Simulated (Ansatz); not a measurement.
```xyz
5

C     0.7156    0.7809    0.2348
Si   -0.5846    0.0058   -0.5686
H     0.7606    0.8019    1.3308
H     1.5366    1.2759   -0.2906
H    -1.6974   -0.6655    0.1861
```

Geometry: PBE0-D3(BJ)/def2-SVP.

Theory: isolated molecule in a Gaussian basis; Kohn-Sham density functional theory, functional PBE0 in Ansatz.

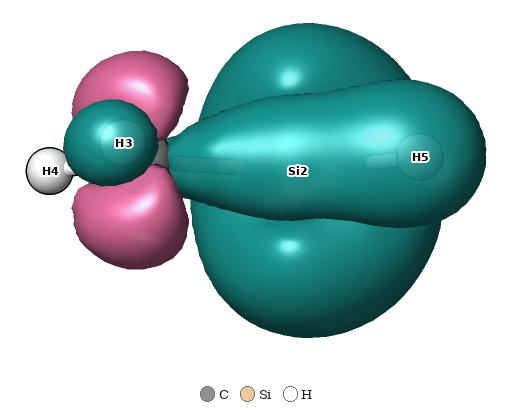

CH₃Si (SMILES C=[SiH]) (doublet). Isosurfaces of the spin density at +0.02 (teal) and −0.02 e/Å³ (pink), seen from one side.

**Describe the spin distribution.**

The unpaired spin (1 electron) lies mostly on Si2 (about 0.9) and H5 (about 0.1), in electrons by Hirshfeld's partition.
